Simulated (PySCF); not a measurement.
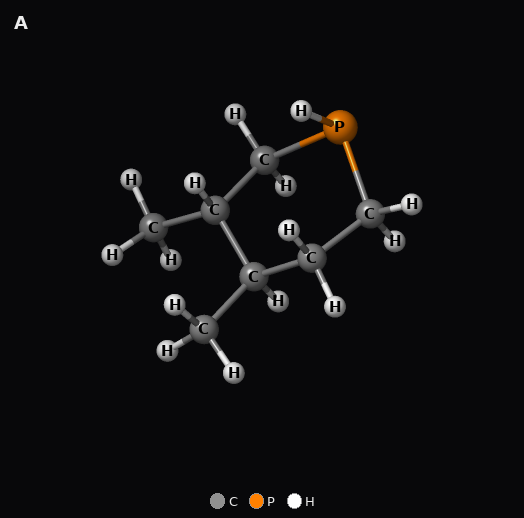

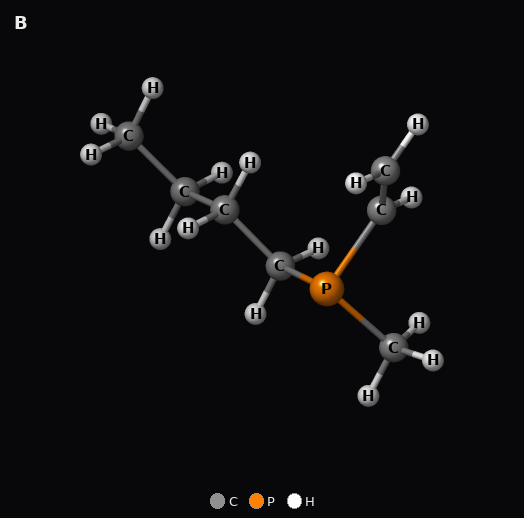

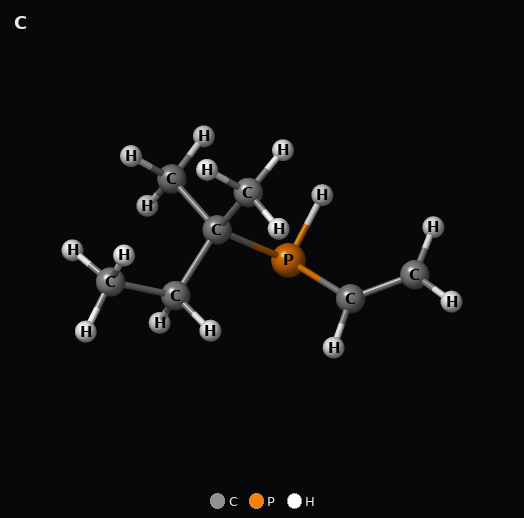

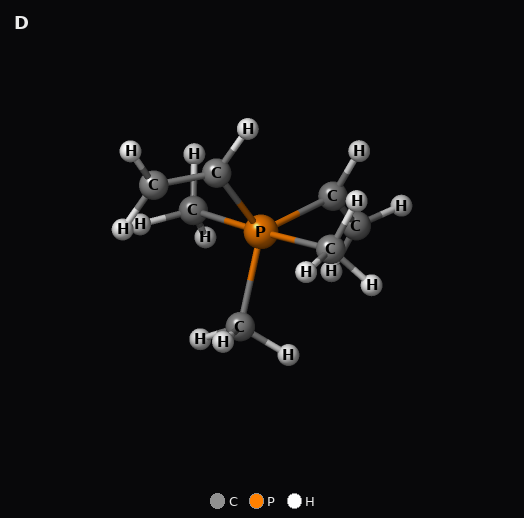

4 stationary structures of one formula. Geometries: GFN2-xTB. Electronic energies: PBE0/pcSseg-1 (PySCF 2.14.0), without zero-point energy. No frequency run is at hand to confirm each as a minimum. Each is one conformer, not always the lowest.

How are they related?

Answer. They are constitutional isomers of C7H15P: A `C[C@@H]1CCPC[C@H]1C`, B `C=CP(C)CCCC`, C `C=CPC(C)(C)CC`, D `C=CP(C)(C)(C)C=C`.

Which is lowest in energy, and by how much?

Answer. A is lowest; B lies 21.2 kcal/mol above it, C lies 27.2 kcal/mol above it, D lies 89.7 kcal/mol above it.

The geometry is semi-empirical. Around P such bond lengths and angles can be off by a tenth of an ångström or more and by several degrees, and values that hang on the shape move with them.
